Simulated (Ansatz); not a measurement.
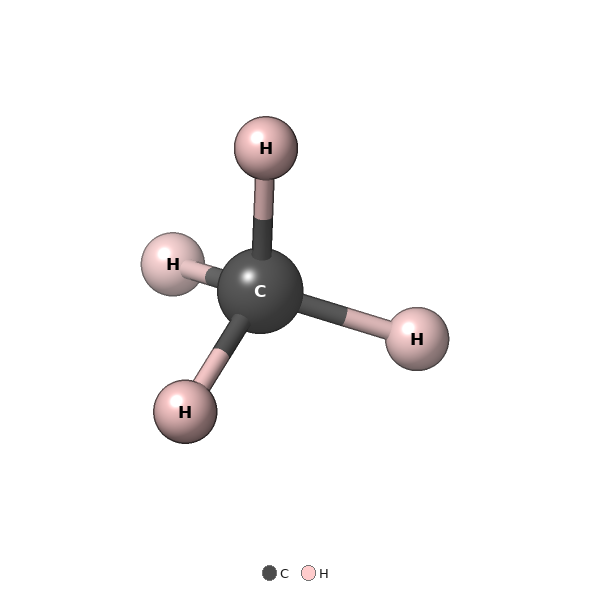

(Drawn from a calculation with Ansatz.)

Orthographic view. Atoms fade into the background with distance from the viewer. Geometry: a fixed input geometry, not necessarily a minimum.

Write the InChI string.

InChI=1S/CH4/h1H4
